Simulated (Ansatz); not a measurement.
Input

```
basis:
  gaussian: {orbitals: def2-TZVPD}
crystal:
  periodic: [false, false, false]
  atoms:
    - {symbol: C, position_ang: [-4.300628, 0.663513, 0.504971]}
    - {symbol: C, position_ang: [-3.161146, 0.423631, 0.095134]}
    - {symbol: C, position_ang: [0.304323, -0.309491, -1.146658]}
    - {symbol: Al, position_ang: [-1.460846, 0.064398, -0.514715]}
    - {symbol: H, position_ang: [-5.305648, 0.875209, 0.866339]}
    - {symbol: H, position_ang: [0.410906, 0.029007, -2.198876]}
    - {symbol: H, position_ang: [0.501752, -1.401159, -1.097453]}
    - {symbol: H, position_ang: [1.052207, 0.220630, -0.519946]}
total_charge: 1
output: {forces: true, orbitals: {seedname: orbitals}}
hamiltonian: {xc: pbe0}
```

Launched as:

```sh
ansatz run input.yaml --threads 2 --pin off --max-ram 4350MiB --events-out events.jsonl --progress --plain --runs-dir runs
```

Geometry: PBE-D3(BJ)/def2-SVP.

Theory: Ansatz, isolated molecule in a Gaussian basis; Kohn-Sham density functional theory, functional PBE0.

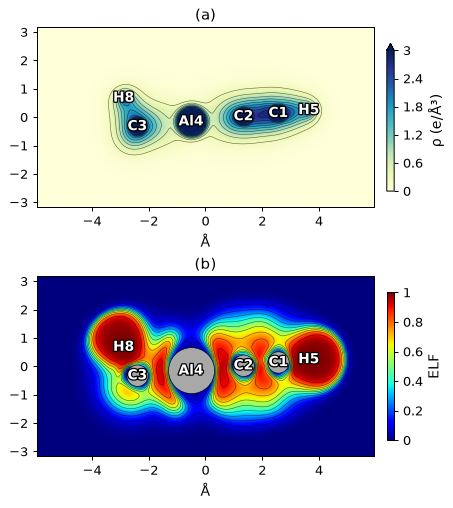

C3H4Al (SMILES C#[C][Al+][CH3]) (charge +1). (a) total electron density; (b) ELF on the plane of atoms Al4, C3 and H8. Grey discs cover the atomic cores in the ELF map.

> What do the fields say about this system?

The section cuts through C, Al and H sites. C–C (1.23 Å): ρ at the midpoint is about 2.8 e/Å³; the ELF peaks at about 0.85 between the atoms; a multiple bond. C–Al (1.84 Å): ρ is about 0.81 e/Å³ halfway; the ELF peaks at about 0.95 between the atoms; a shared but strongly polarised pair. C–H (1.09 Å): the density is about 2.1 e/Å³ at the midpoint; the ELF climbs to about 1 towards the hydrogen, as it does in any bond to H (a covalent bond by its length). C–Al (1.91 Å): the density is about 0.76 e/Å³ at the midpoint; the ELF peaks at about 0.95 between the atoms: a shared but strongly polarised pair.
